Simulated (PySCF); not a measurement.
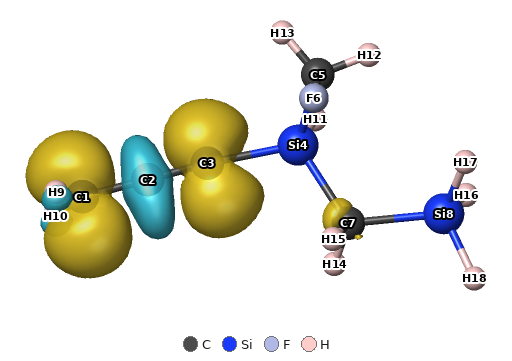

Figure. C$_{5}$H$_{10}$FSi$_{2}$ (doublet). Isosurfaces of the spin density (α minus β) at +0.02 (yellow) and −0.02 e/Å³ (cyan), seen at a tilt.

Geometry: GFN2-xTB.

The calculation used UKS B3LYP, pcH-1 on C F H Si, non-relativistic, mean-field spin-orbit, GIAO in PySCF.

```yaml
atoms:
  - { symbol: C, position_ang: [4.1944, -0.4944, 0.7229] }
  - { symbol: C, position_ang: [2.8581, -0.3817, 0.7911] }
  - { symbol: C, position_ang: [1.6313, -0.2773, 0.8758] }
  - { symbol: Si, position_ang: [-0.1991, -0.1456, 0.8545] }
  - { symbol: C, position_ang: [-0.6646, 1.6990, 1.1365] }
  - { symbol: F, position_ang: [-0.3633, 2.4600, 0.0227] }
  - { symbol: C, position_ang: [-0.8738, -0.6923, -0.8395] }
  - { symbol: Si, position_ang: [-2.7610, -0.5972, -1.0631] }
  - { symbol: H, position_ang: [4.7983, 0.3117, 0.3454] }
  - { symbol: H, position_ang: [4.6876, -1.3976, 1.0360] }
  - { symbol: H, position_ang: [-0.7698, -0.9087, 1.9745] }
  - { symbol: H, position_ang: [-1.7347, 1.8298, 1.3145] }
  - { symbol: H, position_ang: [-0.1187, 2.1459, 1.9702] }
  - { symbol: H, position_ang: [-0.5470, -1.7161, -1.0239] }
  - { symbol: H, position_ang: [-0.4032, -0.0801, -1.6101] }
  - { symbol: H, position_ang: [-3.4074, -1.4566, -0.0654] }
  - { symbol: H, position_ang: [-3.2323, 0.7786, -0.8996] }
  - { symbol: H, position_ang: [-3.1035, -1.0710, -2.4074] }
```

**Which atoms carry the spin?**

The unpaired spin (1 electron) lies mostly on C1 (about 0.5) and C3 (about 0.4), in electrons by Hirshfeld's partition.
